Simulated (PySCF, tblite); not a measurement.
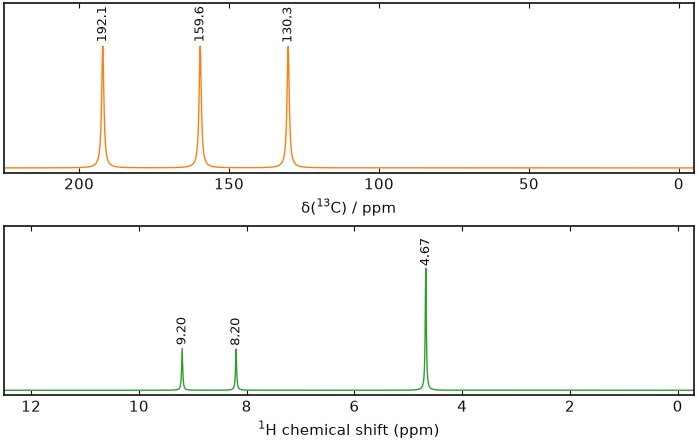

GIAO shifts, PBE0/pcSseg-1 in PySCF 2.14.0, at a GFN2-xTB geometry (a minimum by its frequencies), against TMS for ¹³C and TMS for ¹H computed at the same level. Gas phase, fully decoupled, line heights follow the number of nuclei, widths are arbitrary (no quadrupolar broadening); values of one conformer, averaged over methyl-type rotors and exact or near symmetry.

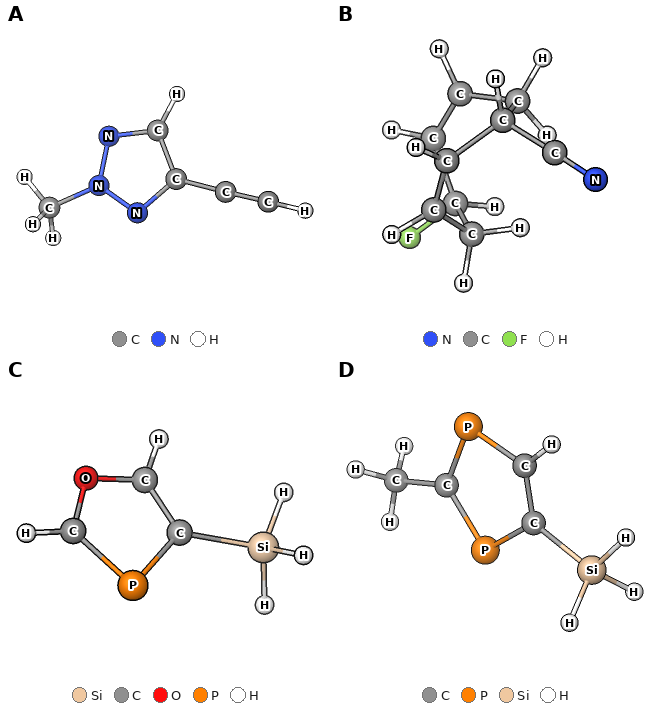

**Which structure fits the spectrum? The candidates are drawn in the second picture. Charge and spin: A neutral singlet; B neutral singlet; C neutral singlet; D −1 singlet.**

Structure C, C₃H₅OPSi, SMILES [SiH3]c1cocp1. Its ¹³C signals: 192.1 (1 C), 159.6 (1 C), 130.3 (1 C) ppm. Its ¹H signals: 9.20 (1 H), 8.20 (1 H), 4.67 (3 H) ppm.

Known limits of this run: the tight-binding geometry is rougher than a DFT one and adds to the error.
